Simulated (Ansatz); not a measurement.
# GeH2ClO (SMILES [O][GeH2][Cl]): UCAM-B3LYP/def2-SVPD

Aim: the vertical ionisation energy of GeH2ClO at UCAM-B3LYP/def2-SVPD, from 2 runs. 

Program for the calculation: Ansatz 0.2.0.

74 further runs of the same task are left out: 1 that didn't finish, 73 set aside as unsound or not needed.

## Step 1: The structure to begin with

The species is GeH2ClO (5 atoms), meant as a doublet with charge 0. SMILES: `[O][GeH2][Cl]`. The coordinates come from a PBE0-D4/def2-TZVP relaxation.

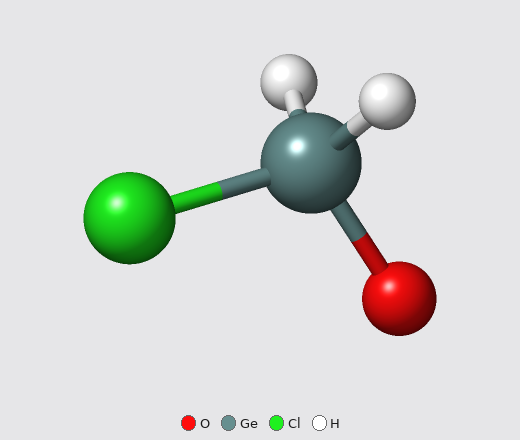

Viewed from a chosen angle; oxygen red, germanium teal, chlorine green, hydrogen white.

## Step 2: A single-point energy at UCAM-B3LYP/def2-SVPD

in.yaml

```yaml
crystal:
  periodic: [false, false, false]
  atoms:
    - {symbol: O, position_ang: [-0.272400, -0.591800, 1.625500]}
    - {symbol: Ge, position_ang: [0.123700, -0.081200, -0.034500]}
    - {symbol: Cl, position_ang: [-1.347100, 1.290100, -0.778900]}
    - {symbol: H, position_ang: [0.081000, -1.343800, -0.899000]}
    - {symbol: H, position_ang: [1.464600, 0.653000, 0.045400]}
basis:
  gaussian: {orbitals: def2-SVPD}
magnetization: {spin_polarized: true, initial_magnetization: 1}
hamiltonian: {xc: {name: CAM-B3LYP}}
accuracy: high
output: {orbitals: {seedname: orbitals}}
```

Launch:

```
$ ansatz run in.yaml --threads 1 --pin off --max-ram 3480MiB --events-out events.jsonl --progress --plain --runs-dir runs
```

Standard output:

```text
Warning: RAYON_NUM_THREADS=1 ignored (pool sized by the plan → 1); use --threads N
Functional definition: CAM-B3LYP
  name "CAM-B3LYP"
  parameter alpha = 0.19
  parameter beta = 0.46
  parameter omega = 0.33/bohr
  parameter ac = 0.81
  exchange = (1 - alpha - beta)*b88_x + beta*b88_x_sr(omega) + alpha*exact_x + beta*exact_x_lr(omega)
  correlation = (1 - ac)*vwn5_c + ac*lyp_c
1996 factors; integrals over basis functions are off by at most 4.4e-9 eV
498 factors; integrals over basis functions are off by at most 2.0e-9 eV
mean field evaluation 1: about -71097.7493 eV, gradient 4.9e1 eV
mean field evaluation 2: about -70966.2938 eV, gradient 1.3e2 eV
mean field evaluation 4: about -71108.9153 eV, gradient 1.4e1 eV
mean field evaluation 8: about -71110.2916 eV, gradient 7.9e-1 eV
mean field evaluation 16: about -71110.3420 eV, gradient 2.0e-3 eV
mean field evaluation 32: about -71110.3420 eV, gradient 2.6e-5 eV
mean field -71110.34196507 eV, -2613.2568668952 hartree, gradient 6.6e-8 eV, S^2 0.754154; 2 other end points of the search recorded, 0 dependent functions left out
reference -71110.34198270 eV, -2613.2568675434 hartree; 30, 29 occupied and 74, 75 virtual orbitals, 1996 factors
Total energy: -71110.34198270 eV, -2613.2568675434 hartree
```

Run time: 61 s. Hardware: 1 thread of Intel Xeon Platinum 8259CL at 2.50GHz (Skylake/Cascade Lake), shared host; peak memory 0.67 GiB.

## Step 3: The singlet cation at the same level

input.yaml

```yaml
basis:
  gaussian:
    orbitals: def2-SVPD
crystal:
  periodic: [false, false, false]
  atoms:
    - {symbol: O, position_ang: [-0.272400, -0.591800, 1.625500]}
    - {symbol: Ge, position_ang: [0.123700, -0.081200, -0.034500]}
    - {symbol: Cl, position_ang: [-1.347100, 1.290100, -0.778900]}
    - {symbol: H, position_ang: [0.081000, -1.343800, -0.899000]}
    - {symbol: H, position_ang: [1.464600, 0.653000, 0.045400]}
output:
  orbitals: {seedname: orbitals}
accuracy: high
hamiltonian:
  xc: {name: CAM-B3LYP}
total_charge: 1
```

Launch:

```
$ ansatz run input.yaml --threads 1 --pin off --max-ram 3480MiB --events-out events.jsonl --progress --plain --runs-dir runs
```

Standard output (excerpt; [...] marks lines left out):

```text
Warning: RAYON_NUM_THREADS=1 ignored (pool sized by the plan → 1); use --threads N
[... 2 set-up lines as earlier in the session ...]
[...]
1996 factors; integrals over basis functions are off by at most 4.5e-9 eV
498 factors; integrals over basis functions are off by at most 2.0e-9 eV
[...]
mean field -71097.26513970 eV, -2612.7763024267 hartree, gradient 7.6e-8 eV, S^2 0.000000; 4 other end points of the search recorded, 0 dependent functions left out
reference -71097.26515777 eV, -2612.7763030909 hartree; 29, 29 occupied and 75, 75 virtual orbitals, 1996 factors
Total energy: -71097.26515777 eV, -2612.7763030909 hartree
```

Run time: 21 s. Hardware: 1 thread of Intel Xeon Platinum 8259CL at 2.50GHz (Skylake/Cascade Lake), shared host; peak memory 0.44 GiB.

## Step 4: What came out

At UCAM-B3LYP/def2-SVPD:

| quantity | value |
| --- | --- |
| doublet GeH2ClO: total energy | -2613.25687 Eh |
| doublet GeH2ClO: HOMO energy (highest over α and β) | -10.61 eV |
| doublet GeH2ClO: LUMO energy (lowest over α and β) | -3.68 eV |
| doublet GeH2ClO: ⟨S²⟩ | 0.754 |
| singlet cation: total energy | -2612.77630 Eh |
| singlet cation: HOMO energy | -16.89 eV |
| singlet cation: LUMO energy | -13.32 eV |
| singlet cation: HOMO–LUMO gap | 3.57 eV |
| vertical ionisation energy (to the singlet cation) | 13.077 eV |

In words: The vertical ionisation energy comes to 13.08 eV (302 kcal/mol). Only the singlet of the ionised species was computed; a triplet could lie lower.
